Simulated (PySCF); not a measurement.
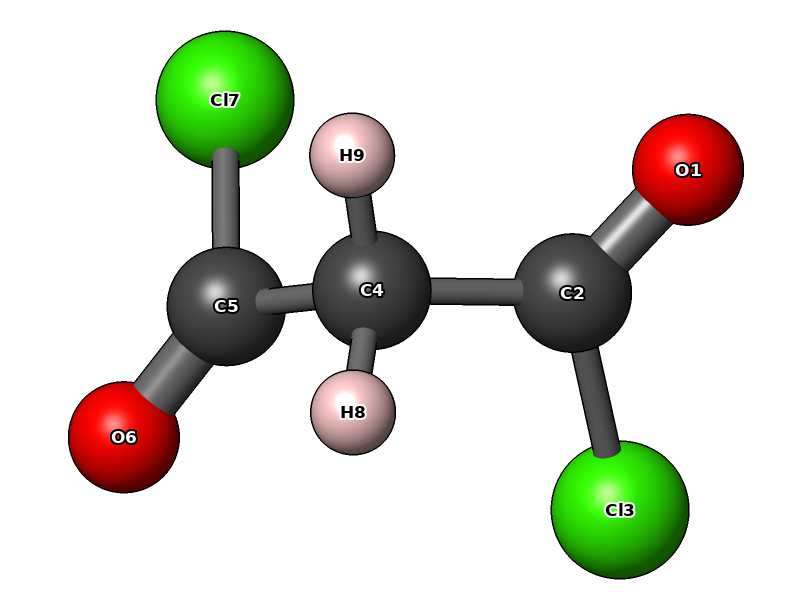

The thickness of each stick grows with its Mayer bond order. The computed structure is the end point of a GFN2-xTB optimisation. No frequency run is at hand to confirm it as a minimum. Level of theory: PBE0/pcSseg-1 (PySCF 2.14.0).

List the Mayer bond orders of O1–C2, C2–Cl3, C2–C4, C4–C5, C4–H8, C4–H9, C5–O6, C5–Cl7. Atoms whose distances differ by more than 0.02 Å in this geometry are listed apart.

```
  bond  Mayer order  length (Å)
 O1–C2         2.10       1.181
C2–Cl3         0.98       1.756
 C2–C4         0.94       1.511
 C4–C5         0.94       1.510
 C4–H8         0.91       1.092
 C4–H9         0.92       1.092
 C5–O6         2.09       1.182
C5–Cl7         0.98       1.757
```
